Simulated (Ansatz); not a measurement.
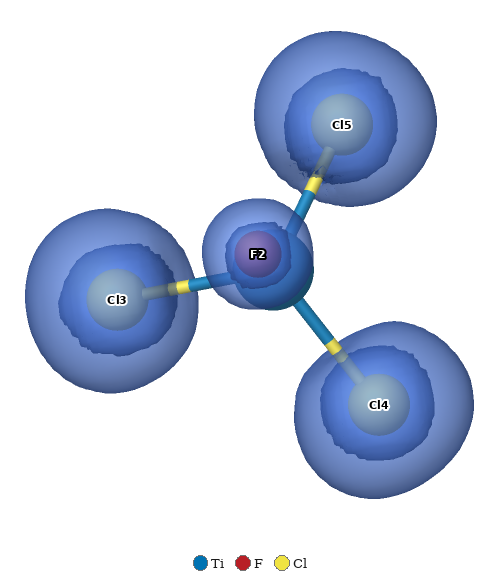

*Cl$_{3}$FTi. Isosurface of the ELF at 0.8 (blue), seen across its widest extent. Core shells and regions of very low density are left out.*

Geometry: PBE-D4/def2-SVP.

Method: Ansatz 0.2.0, RKS PBE0-D4/def2-TZVP.

```xyz
5

Ti    0.0004   -0.0006    0.0805
F     0.0085   -0.0146    1.8136
Cl    2.0550    0.0101   -0.6410
Cl   -1.0362    1.7848   -0.6122
Cl   -1.0277   -1.7796   -0.6409
```

Q: Where are the electrons localised?

A: At this value the surface marks out three regions wrapped around Cl (the valence shell of each) and one region wrapped around F (its valence shell). Profiles from the grid: Ti–F (1.73 Å): the ELF peaks at about 0.80 in the valence shell of F, 0.5 Å from its nucleus, and drops to about 0.25 between the two atoms. Ti–Cl (2.18 Å): the ELF peaks at about 0.85 in the valence shell of Cl, 0.8 Å from its nucleus, and is about 0.50 at the midpoint.
